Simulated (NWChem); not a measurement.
## Run report: AsF3, energy and gradient calculation (part 2 of 2)

Continued. System: AsF3 (arsenic trifluoride). Method: HF/STO-3G, RHF (NWChem 7.3.0). The geometry comes from this level: PBE0-D4/def2-TZVP.

Geometry of the input (Å):
```
F  -0.4459  0.3956  1.3626
As -0.4620  -0.4572  -0.1256
F  1.2040  -0.8659  -0.1127
F  -0.2962  0.9276  -1.1243
```

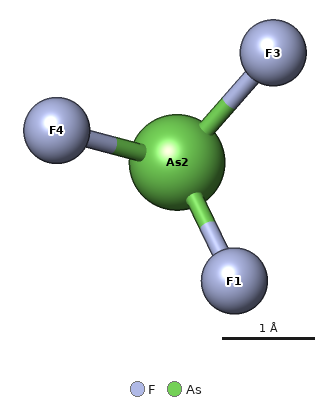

The structure (ball-and-stick view, seen on its broad side; atoms are numbered from 1 in the order of the input).

**The program's output, continued**
```
 Vector   16  Occ=2.000000D+00  E=-1.269462D+00
              MO Center= -4.6D-01, -4.5D-01, -1.2D-01, r^2= 1.3D-01
   Bfn.  Coefficient  Atom+Function         Bfn.  Coefficient  Atom+Function
  ----- ------------  ---------------      ----- ------------  ---------------
    22      0.895518  2 As d  1              20      0.331985  2 As d -1
    19      0.210865  2 As d -2              23      0.161703  2 As d  2

 Vector   17  Occ=2.000000D+00  E=-1.269462D+00
              MO Center= -4.6D-01, -4.6D-01, -1.3D-01, r^2= 1.3D-01
   Bfn.  Coefficient  Atom+Function         Bfn.  Coefficient  Atom+Function
  ----- ------------  ---------------      ----- ------------  ---------------
    21      0.732558  2 As d  0              19      0.454209  2 As d -2
    20     -0.362663  2 As d -1              23      0.325034  2 As d  2

 Vector   18  Occ=2.000000D+00  E=-1.262014D+00
              MO Center= -4.6D-01, -4.6D-01, -1.3D-01, r^2= 1.2D-01
   Bfn.  Coefficient  Atom+Function         Bfn.  Coefficient  Atom+Function
  ----- ------------  ---------------      ----- ------------  ---------------
    19      0.834138  2 As d -2              21     -0.445648  2 As d  0
    22     -0.229169  2 As d  1              20      0.226823  2 As d -1

 Vector   19  Occ=2.000000D+00  E=-1.257702D+00
              MO Center= -4.6D-01, -4.1D-01, -1.0D-01, r^2= 2.7D-01
   Bfn.  Coefficient  Atom+Function         Bfn.  Coefficient  Atom+Function
  ----- ------------  ---------------      ----- ------------  ---------------
    20      0.810621  2 As d -1              21      0.418494  2 As d  0
    22     -0.337706  2 As d  1               2     -0.154143  1 F  s

 Vector   20  Occ=2.000000D+00  E=-1.257702D+00
              MO Center= -4.1D-01, -4.5D-01, -1.4D-01, r^2= 2.7D-01
   Bfn.  Coefficient  Atom+Function         Bfn.  Coefficient  Atom+Function
  ----- ------------  ---------------      ----- ------------  ---------------
    23      0.914103  2 As d  2              21     -0.236777  2 As d  0
    19     -0.197115  2 As d -2              25     -0.157339  3 F  s

 Vector   21  Occ=2.000000D+00  E=-7.013497D-01
              MO Center= -9.4D-02, -9.3D-02, -2.6D-02, r^2= 2.4D+00
   Bfn.  Coefficient  Atom+Function         Bfn.  Coefficient  Atom+Function
  ----- ------------  ---------------      ----- ------------  ---------------
    15      0.738946  2 As s                  2     -0.299957  1 F  s
    25     -0.299968  3 F  s                 30     -0.299963  4 F  s
    26     -0.285215  3 F  px                 5     -0.266887  1 F  pz
    32     -0.233996  4 F  py                11     -0.191874  2 As s
    33      0.187938  4 F  pz

 Vector   22  Occ=2.000000D+00  E=-5.398445D-01
              MO Center=  3.6D-02,  4.9D-02, -8.3D-03, r^2= 2.4D+00
   Bfn.  Coefficient  Atom+Function         Bfn.  Coefficient  Atom+Function
  ----- ------------  ---------------      ----- ------------  ---------------
     4      0.435006  1 F  py                32     -0.363880  4 F  py
    28     -0.361814  3 F  pz                18     -0.323807  2 As pz
    26      0.274851  3 F  px                17      0.250275  2 As py
    31     -0.210583  4 F  px                30     -0.206698  4 F  s
     3     -0.193460  1 F  px                16     -0.159673  2 As px

 Vector   23  Occ=2.000000D+00  E=-5.398439D-01
              MO Center=  4.4D-02,  3.1D-02,  3.0D-02, r^2= 2.4D+00
   Bfn.  Coefficient  Atom+Function         Bfn.  Coefficient  Atom+Function
  ----- ------------  ---------------      ----- ------------  ---------------
     5      0.347398  1 F  pz                26     -0.340111  3 F  px
    28     -0.309425  3 F  pz                31      0.296565  4 F  px
    18     -0.284934  2 As pz                32     -0.274537  4 F  py
    16      0.271117  2 As px                33     -0.268602  4 F  pz
     3      0.262889  1 F  px                17     -0.195683  2 As py

 Vector   24  Occ=2.000000D+00  E=-5.306459D-01
              MO Center= -6.8D-02, -6.7D-02, -1.9D-02, r^2= 2.5D+00
   Bfn.  Coefficient  Atom+Function         Bfn.  Coefficient  Atom+Function
  ----- ------------  ---------------      ----- ------------  ---------------
    27      0.470227  3 F  py                 3      0.388254  1 F  px
    31      0.357993  4 F  px                33      0.308497  4 F  pz
    16      0.282077  2 As px                17      0.279161  2 As py
    15     -0.219102  2 As s                  4      0.214958  1 F  py
     5     -0.194618  1 F  pz

 Vector   25  Occ=2.000000D+00  E=-4.685408D-01
              MO Center=  3.9D-01,  1.9D-02, -3.2D-01, r^2= 2.3D+00
   Bfn.  Coefficient  Atom+Function         Bfn.  Coefficient  Atom+Function
  ----- ------------  ---------------      ----- ------------  ---------------
    27      0.589420  3 F  py                33     -0.437979  4 F  pz
    32     -0.324812  4 F  py                31     -0.315953  4 F  px
     4     -0.290934  1 F  py                28      0.289440  3 F  pz
    26      0.185965  3 F  px                 5      0.159797  1 F  pz
     3      0.152953  1 F  px

 Vector   26  Occ=2.000000D+00  E=-4.685384D-01
              MO Center= -7.6D-02,  2.9D-01,  4.0D-01, r^2= 2.3D+00
   Bfn.  Coefficient  Atom+Function         Bfn.  Coefficient  Atom+Function
  ----- ------------  ---------------      ----- ------------  ---------------
     3      0.608192  1 F  px                31     -0.513515  4 F  px
     4      0.366397  1 F  py                27     -0.349364  3 F  py
    28      0.254860  3 F  pz                 5     -0.163182  1 F  pz

 Vector   27  Occ=2.000000D+00  E=-4.546865D-01
              MO Center=  1.5D-01,  1.5D-01,  4.2D-02, r^2= 2.5D+00
   Bfn.  Coefficient  Atom+Function         Bfn.  Coefficient  Atom+Function
  ----- ------------  ---------------      ----- ------------  ---------------
    28      0.564762  3 F  pz                 4      0.407309  1 F  py
    31      0.374713  4 F  px                 3     -0.340700  1 F  px
    33     -0.335029  4 F  pz                32     -0.286492  4 F  py
     5     -0.229712  1 F  pz

 Vector   28  Occ=2.000000D+00  E=-4.261653D-01
              MO Center=  2.1D-01,  7.4D-02, -7.6D-02, r^2= 2.6D+00
   Bfn.  Coefficient  Atom+Function         Bfn.  Coefficient  Atom+Function
  ----- ------------  ---------------      ----- ------------  ---------------
    27      0.420214  3 F  py                32      0.412801  4 F  py
    26     -0.395440  3 F  px                 4      0.375119  1 F  py
    31     -0.346513  4 F  px                 3     -0.335929  1 F  px
    33     -0.184925  4 F  pz

 Vector   29  Occ=2.000000D+00  E=-4.261624D-01
              MO Center=  4.5D-02,  1.8D-01,  1.5D-01, r^2= 2.6D+00
   Bfn.  Coefficient  Atom+Function         Bfn.  Coefficient  Atom+Function
  ----- ------------  ---------------      ----- ------------  ---------------
     5      0.566577  1 F  pz                33      0.529705  4 F  pz
    28      0.491233  3 F  pz                 3     -0.189992  1 F  px
    26     -0.187768  3 F  px                18     -0.182062  2 As pz
    31     -0.151058  4 F  px

 Vector   30  Occ=2.000000D+00  E=-3.057299D-01
              MO Center= -4.4D-01, -4.4D-01, -1.2D-01, r^2= 2.3D+00
   Bfn.  Coefficient  Atom+Function         Bfn.  Coefficient  Atom+Function
  ----- ------------  ---------------      ----- ------------  ---------------
    15      0.515356  2 As s                 16     -0.420598  2 As px
    17     -0.416311  2 As py                26      0.334604  3 F  px
    32      0.317049  4 F  py                 4      0.288545  1 F  py
    31      0.254238  4 F  px                 3      0.246218  1 F  px
    27      0.220964  3 F  py

 Vector   31  Occ=0.000000D+00  E= 3.522852D-01
              MO Center= -3.9D-01, -3.3D-01, -7.1D-03, r^2= 1.9D+00
   Bfn.  Coefficient  Atom+Function         Bfn.  Coefficient  Atom+Function
  ----- ------------  ---------------      ----- ------------  ---------------
    18      0.918640  2 As pz                 5      0.423161  1 F  pz
    16     -0.415897  2 As px                32     -0.317832  4 F  py
     4      0.314840  1 F  py                 2     -0.304266  1 F  s
    26     -0.255656  3 F  px                14     -0.237373  2 As pz
    28     -0.188076  3 F  pz                17      0.167799  2 As py

 Vector   32  Occ=0.000000D+00  E= 3.522938D-01
              MO Center= -3.1D-01, -3.6D-01, -1.8D-01, r^2= 1.9D+00
   Bfn.  Coefficient  Atom+Function         Bfn.  Coefficient  Atom+Function
  ----- ------------  ---------------      ----- ------------  ---------------
    17      0.719973  2 As py                16     -0.602650  2 As px
    26     -0.468870  3 F  px                18     -0.404347  2 As pz
    32      0.344594  4 F  py                33     -0.271725  4 F  pz
    25      0.263765  3 F  s                 30     -0.263258  4 F  s
    13     -0.186037  2 As py                31      0.180279  4 F  px

 Vector   33  Occ=0.000000D+00  E= 4.831752D-01
              MO Center=  2.0D-02,  2.0D-02,  5.5D-03, r^2= 1.6D+00
   Bfn.  Coefficient  Atom+Function         Bfn.  Coefficient  Atom+Function
  ----- ------------  ---------------      ----- ------------  ---------------
    15      0.673395  2 As s                 16      0.592537  2 As px
    17      0.586461  2 As py                 5      0.442953  1 F  pz
    26      0.424815  3 F  px                33     -0.343625  4 F  pz
    32      0.336932  4 F  py                 2     -0.301056  1 F  s
    25     -0.301073  3 F  s                 30     -0.301058  4 F  s

 center of mass
 --------------
 x =  -0.37007431 y =  -0.36629837 z =  -0.10064313

 moments of inertia (a.u.)
 ------------------
         373.578777500620          62.705697503474          17.224983423687
          62.705697503474         372.289090216011          17.051639532524
          17.224983423687          17.051639532524         314.909044460202

  Mulliken analysis of the total density
  --------------------------------------

    Atom       Charge   Shell Charges
 -----------   ------   -------------------------------------------------------
    1 F    9     9.30   2.00  1.97  5.33
    2 As  33    32.11   2.00  2.00  6.00  2.00  5.95  1.67  2.50  9.99
    3 F    9     9.30   2.00  1.97  5.33
    4 F    9     9.30   2.00  1.97  5.33

       Multipole analysis of the density wrt the origin
       ------------------------------------------------

     L   x y z        total         open         nuclear
     -   - - -        -----         ----         -------
     0   0 0 0     -0.000000      0.000000     60.000000

     1   1 0 0     -0.347823      0.000000    -20.951186
     1   0 1 0     -0.344292      0.000000    -20.737401
     1   0 0 1     -0.094611      0.000000     -5.697751

     2   2 0 0    -21.524614      0.000000     80.943964
     2   1 1 0      0.568722      0.000000    -23.113722
     2   1 0 1      0.156215      0.000000     -6.348833
     2   0 2 0    -21.536295      0.000000     81.419691
     2   0 1 1      0.154670      0.000000     -6.285199
     2   0 0 2    -22.056702      0.000000    102.570314

                              NWChem Gradients Module
                              -----------------------

  wavefunction    =   RHF

                         RHF ENERGY GRADIENTS

    atom               coordinates                        gradient
                 x          y          z           x          y          z
   1 F      -0.842572   0.747557   2.575035   -0.006829  -0.002427   0.005825
   2 As     -0.872959  -0.864058  -0.237406    0.011187   0.011062   0.003033
   3 F       2.275174  -1.636371  -0.213048    0.001698  -0.008956  -0.001812
   4 F      -0.559661   1.752872  -2.124581   -0.006057   0.000321  -0.007046

                 ----------------------------------------
                 |  Time  |  1-e(secs)   |  2-e(secs)   |
                 ----------------------------------------
                 |  CPU   |       0.00   |       0.46   |
                 ----------------------------------------
                 |  WALL  |       0.00   |       0.46   |
                 ----------------------------------------

 Task  times  cpu:        2.7s     wall:        2.7s
 Total times  cpu:        2.7s     wall:        2.7s
```

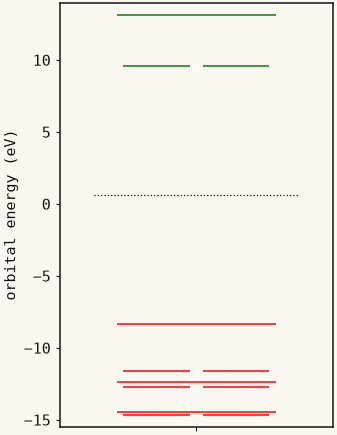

Orbital energies near the frontier; the dotted line parts filled from empty levels, and levels within 0.02 eV of each other stand side by side. Highest filled −8.32 eV, lowest empty 9.59 eV, 17.91 eV apart.

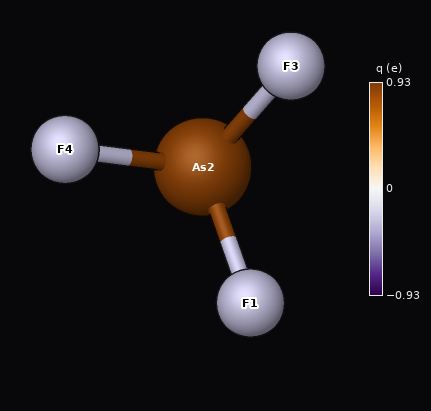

Mulliken charges, as the colour of each atom (ball-and-stick view, seen on its broad side; atoms are numbered from 1 in the order of the input). By element: F −0.30 and As +0.89 e.
